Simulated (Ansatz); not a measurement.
**AsH5OSi···H2: density, localisation and related maps**

Input file:

```
crystal:
  periodic: [false, false, false]
  atoms:
    - {symbol: Si, position_ang: [-1.487329, 0.558436, 0.598336]}
    - {symbol: H, position_ang: [2.542021, 1.600549, -0.158798]}
    - {symbol: H, position_ang: [-2.554813, 0.499408, -0.442435]}
    - {symbol: H, position_ang: [-1.932575, -0.240415, 1.777240]}
    - {symbol: O, position_ang: [-0.438811, 1.674251, 0.677076]}
    - {symbol: H, position_ang: [1.304439, -1.338515, 0.428314]}
    - {symbol: As, position_ang: [0.075889, -1.198703, -0.425161]}
    - {symbol: H, position_ang: [1.838397, 1.724652, 0.074152]}
    - {symbol: H, position_ang: [-0.067438, -2.639462, -0.866337]}
    - {symbol: H, position_ang: [0.720221, -0.640200, -1.662187]}
basis:
  gaussian: {orbitals: def2-TZVPP}
hamiltonian: {xc: pbe0, dispersion: d4}
output: {orbitals: {seedname: orbitals}}
```

Launched as:

```sh
ansatz run in.yaml --threads 4 --pin off --events-out ev --progress --plain --max-ram 9574MiB
```

The reactant side of a reaction path; geometry: PBE0-D4/def2-TZVP.

All numbers below come from Ansatz, RKS PBE0-D4/def2-TZVPP.

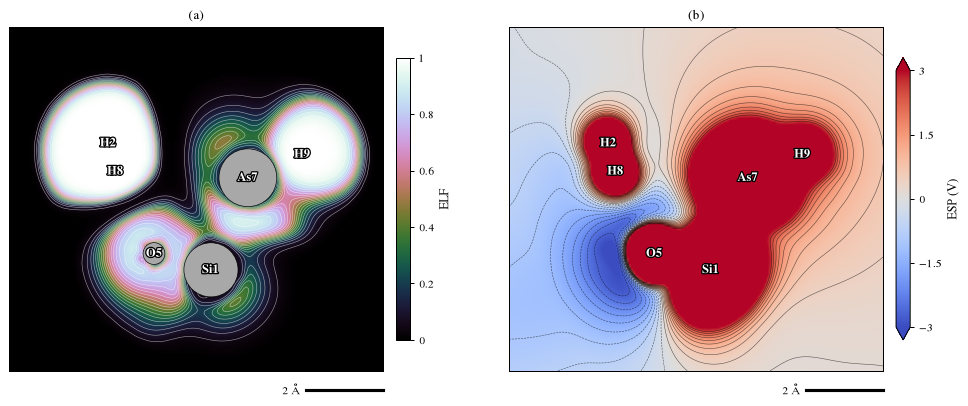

Figure 1. (a) ELF; (b) molecular electrostatic potential on the plane of atoms Si1, As7 and H9. Grey discs cover the atomic cores in the ELF map.

Q: What does the map show?

A:
- The plane passes through Si, H, O and As nuclei.
- O5···H8 (2.36 Å): the ELF dips to about 0.05 between them (a weak contact between the two molecules).
- Si–O (1.53 Å): the ELF peaks at about 0.80 between the atoms; a polar covalent bond.
- Si–As (2.56 Å): the ELF peaks at about 0.90 between the atoms; a shared electron pair.
- H–H (0.75 Å): the ELF peaks at about 1 between the atoms.
- As–H (1.51 Å): the ELF climbs to about 1 towards the hydrogen, as it does in any bond to H.
- The ELF also peaks beside O5, away from the bonds: lone-pair regions.
- Outside the dense part of the complex the potential is most negative (−3.2 V) near O5.

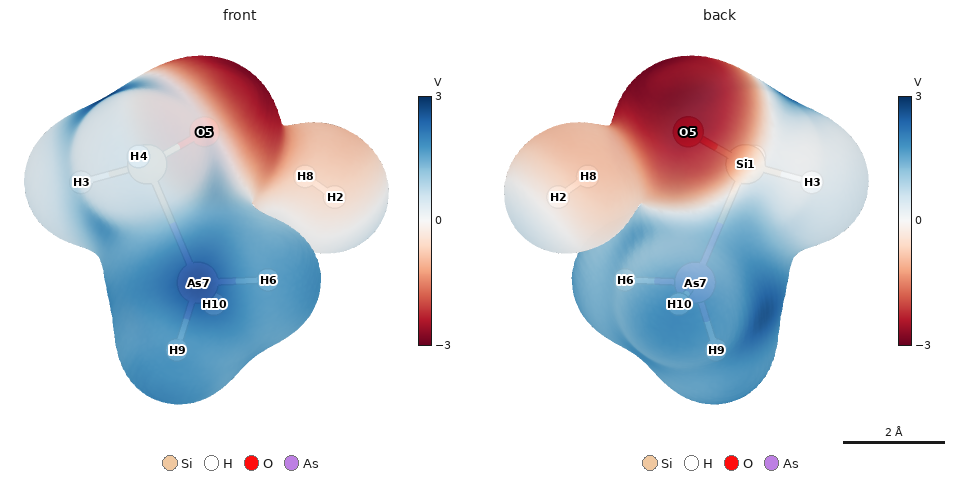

Figure 2. The electrostatic potential painted on the density surface at 0.004 e/bohr³, seen from the front and from behind; red is negative and blue positive.

Q: Which sites attract a positive test charge, and which a negative one?

A: A positive charge is drawn to the negative regions and a negative charge to the positive ones. The most negative region (about −2.8 V) lies over O5, the most positive (about +2.6 V) over Si1 and As7. O5 is the likeliest acceptor of a hydrogen bond.

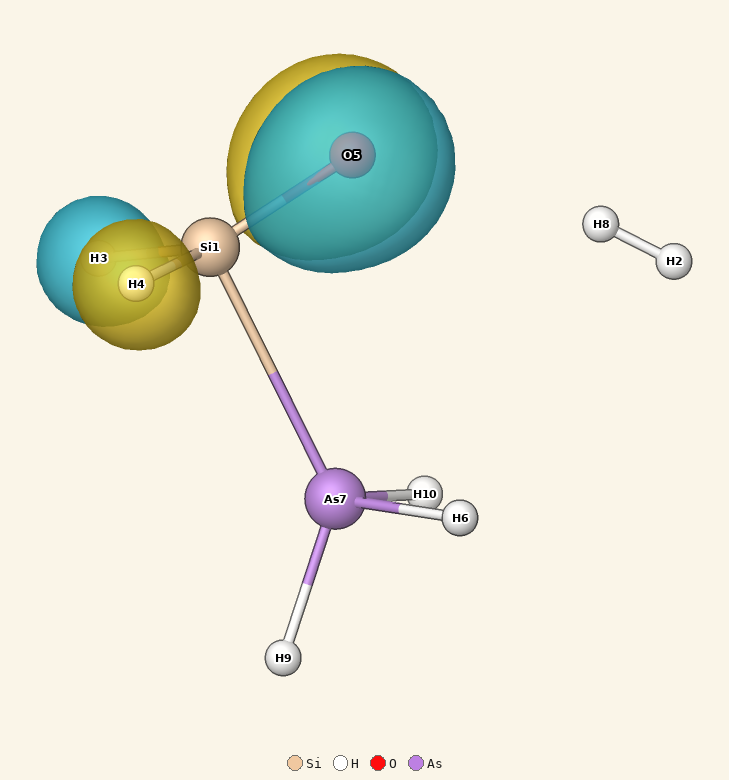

Figure 3. The HOMO at ±0.15 Å⁻³ᐟ² (yellow and cyan are the two phases), seen across its widest extent.

Q: What is the character of this orbital?

A: By Hirshfeld shares it lies mainly on O5 (about 70 %), H4 (about 5 %) and H3 (about 5 %); largely a lone pair of O5. Its energy is −7.24 eV.
